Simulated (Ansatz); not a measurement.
Take CdS in the zinc blende structure (space group F-43m, No. 216; a = 5.8778 Å) as the base.

The change: 0.508 holes added to each cell, a density of 1.0×10^22 cm⁻³, with a uniform compensating background at fixed cell and a 300 K Fermi–Dirac width.

Calculations: DFT with r2SCAN, PAW potentials and a 500 eV plane-wave cutoff in Ansatz (a quantum-chemistry and plane-wave program), no spin-orbit coupling.

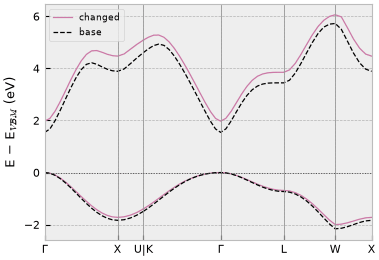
Figure. Highest valence and lowest conduction band along the path, each from its own valence-band maximum

From the figure, how large is the changed gap, and is it direct?

About 2.0 eV, direct at Γ.

Charged cell with a jellium background: band edges are those of the host's band count, energies are not comparable with the neutral cell, and many-body gap narrowing is missing. Semilocal Kohn–Sham gaps tend to fall short of experiment. Whether these cells are dynamically stable was not tested.
